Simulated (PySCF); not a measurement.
# One shape, several levels: BH2Cl (SMILES BCl)

We compute a comparison of 6 runs (B3LYP/STO-6G, PBE0/STO-6G, CCSDT(Q)/STO-6G, CCSDTQ/STO-6G, CISD/STO-6G, FCI/STO-6G) of BH2Cl. The job is set up through a Python script.

The results are computed with PySCF 2.14.0.

2 further runs of the same task are left out: 2 set aside as unsound or not needed.

**1. The system as given**

BH2Cl: 4 atoms, total charge 0, spin state singlet. As SMILES, `BCl`. The B1–H4 distance was set to 1.428 Å, away from the relaxed value.

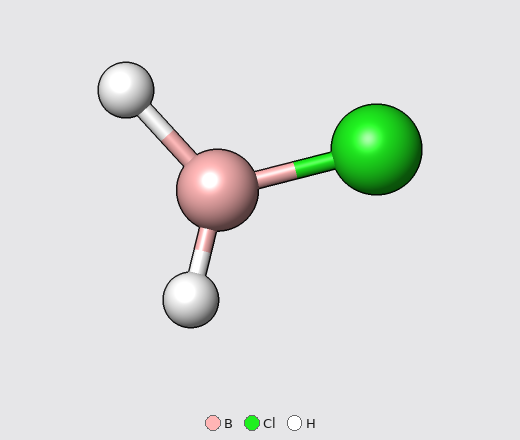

Viewed from a chosen angle; boron pink, chlorine green, hydrogen white.

**2. A single-point energy at B3LYP/STO-6G (run 1)**

File input.xyz:

```xyz
4

B     -0.122720    -0.148506     0.090946
Cl     1.358980    -0.565506     0.887446
H     -1.112220    -0.729706     0.406646
H     -0.086600     0.872800    -0.906600
```

File run.py:

```python
from pyscf import gto, dft

mol = gto.M(
    atom='input.xyz',
    spin=0,
    basis='sto-6g',
    max_memory=1860,
    verbose=3,
    charge=0,
)

myscf = dft.RKS(mol)
myscf.xc = 'b3lyp'
myscf.conv_tol = 1e-10
myscf.grids.level = 5
myscf.kernel()
if not myscf.converged:
    myscf = myscf.newton().run(myscf.mo_coeff, myscf.mo_occ)

e_final = myscf.e_tot
print('E(%s) = %.9f' % ('B3LYP', e_final))
```

Command:

```
OMP_NUM_THREADS=1 python run.py
```

Log:

```text
converged SCF energy = -484.600625103858
E(B3LYP) = -484.600625104
```

Wall time 2 s (1 thread of Arm Neoverse V2, shared host); peak memory 0.18 GiB.

**3. A single-point energy at PBE0/STO-6G (run 2)**

File job.py:

```python
from pyscf import gto, dft

mol = gto.M(
    atom='''
B     -0.231907    -0.280636     0.171863
Cl     2.568100    -1.068651     1.677030
H     -2.101791    -1.378944     0.768450
H     -0.163650     1.649353    -1.713226
''',
    max_memory=1860,
    unit='bohr',
    verbose=3,
    charge=0,
    basis='sto-6g',
)

calc0 = dft.RKS(mol, xc='pbe0')
calc0.conv_tol = 1e-10
calc0.grids.level = 5
calc0.kernel()
if not calc0.converged:
    calc0 = calc0.newton().run(calc0.mo_coeff, calc0.mo_occ)

e_final = calc0.e_tot
print('E(%s) = %.9f' % ('PBE0', e_final))
```

Command:

```
OMP_NUM_THREADS=1 python job.py
```

Log:

```text
converged SCF energy = -484.419565141199
E(PBE0) = -484.419565141
```

Run time: 1.9 s. Hardware: 1 thread of Arm Neoverse V2, shared host; peak memory 0.18 GiB.

Runs 3 to 5 aren't shown in full; the table further down has their settings and results.

**4. A single-point energy at FCI/STO-6G (run 6)**

File input.py:

```python
from pyscf import gto, scf, mcscf
from pyscf import fci

mol = gto.M(
    atom='''
B     -0.231907    -0.280636     0.171863
Cl     2.568100    -1.068651     1.677030
H     -2.101791    -1.378944     0.768450
H     -0.163650     1.649353    -1.713226
''',
    spin=0,
    verbose=3,
    max_memory=1860,
    basis='sto-6g',
    unit='bohr',
    charge=0,
)

hf = scf.RHF(mol)
hf.conv_tol = 1e-10
hf.kernel()
if not hf.converged:
    hf = hf.newton().run(hf.mo_coeff, hf.mo_occ)

cas = mcscf.CASCI(hf, hf.mo_coeff.shape[-1] - 6, (mol.nelec[0] - 6, mol.nelec[1] - 6))  # full CI above the frozen core
cas.fcisolver = fci.direct_spin0.FCI(mol)  # even spin states alone
cas.kernel()
print('<S^2> = %.4f' % cas.fcisolver.spin_square(cas.ci, cas.ncas, cas.nelecas)[0])
etot = cas.e_tot
print('E = %.10f Eh' % etot)
```

Command:

```
OMP_NUM_THREADS=1 python input.py
```

Log:

```text
converged SCF energy = -483.758028211005
CASCI E = -483.829067602020  E(CI) = -30.3417266009595  S^2 = 0.0000000
<S^2> = 0.0000
E = -483.8290676020 Eh
```

Wall time 0.94 s (1 thread of Arm Neoverse V2, shared host); peak memory 0.12 GiB.

**5. The series**

| run | level | integration grid | frozen core orbitals | energy (Eh) | dipole moment (D) of the reference | HOMO energy (eV) | LUMO energy (eV) | wall time |
| --- | --- | --- | --- | --- | --- | --- | --- | --- |
| 1 | B3LYP/STO-6G | 5 | – | -484.600625 | 0.88 | -6.84 | 0.28 | 2 s |
| 2 | PBE0/STO-6G | 5 | – | -484.419565 | 0.95 | -7.09 | 0.53 | 1.9 s |
| 3 | CCSDT(Q)/STO-6G | – | 6 | -483.829104 | 1.46 | -10.41 | 5.57 | 1 s |
| 4 | CCSDTQ/STO-6G | – | 6 | -483.829080 | 1.46 | -10.41 | 5.57 | 3.6 s |
| 5 | CISD/STO-6G | – | 6 | -483.825361 | 1.46 | -10.41 | 5.57 | 0.58 s |
| 6 | FCI/STO-6G | – | 6 | -483.829068 | 1.46 | -10.41 | 5.57 | 0.94 s |

**6. Outcome**

| quantity | value |
| --- | --- |
| run 6: total energy | -483.82907 Eh |
| run 6: dipole moment (Hartree–Fock density) | 1.46 D |
| run 6: HOMO energy (Hartree–Fock orbitals) | -10.41 eV |
| run 6: LUMO energy (Hartree–Fock orbitals) | 5.57 eV |
| run 6: HOMO–LUMO gap (Hartree–Fock orbitals) | 15.97 eV |
| run 6: correlation energy (6 core orbitals frozen) | -71.0 mEh |

In words: Against full CI in this basis: CCSDT(Q) -0.0 mEh; CCSDTQ -0.0 mEh; CISD +3.7 mEh. Totals of different functionals can't be ranked against each other. In runs 1, 2, 3, 4, 5, 6 the basis is minimal, so the values are rough. All runs together took 10 s, the longest 3.6 s.
